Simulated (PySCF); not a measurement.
Vertical excitations of a molecule CH2FNOSi from PySCF with TDDFT-PBE0/def2-SVPD, as energy in eV (oscillator strength): 6.80 (0.002), 7.35 (0.009), 7.68 (0.000), 7.80 (0.001), 8.19 (0.005), 8.42 (0.005), 8.81 (0.592), 8.81 (0.007), 9.02 (0.044), 9.10 (0.012). Lowest triplet (TDA): 6.49 eV. Geometry optimised at B3LYP-D3(BJ)/def2-SVP. One conformer was computed; it need not be the lowest.

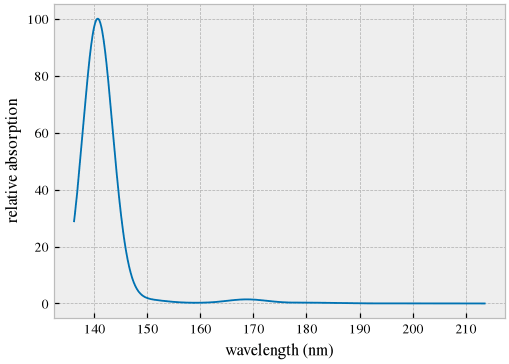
Fig. 1. The lines broadened by 0.4 eV.

Task: Which molecule gave these data?
(A) N#CO[SiH2]F
(B) F[Si@H]1N=CO1
(C) O=C=N[SiH2]F

Result: C, O=C=N[SiH2]F
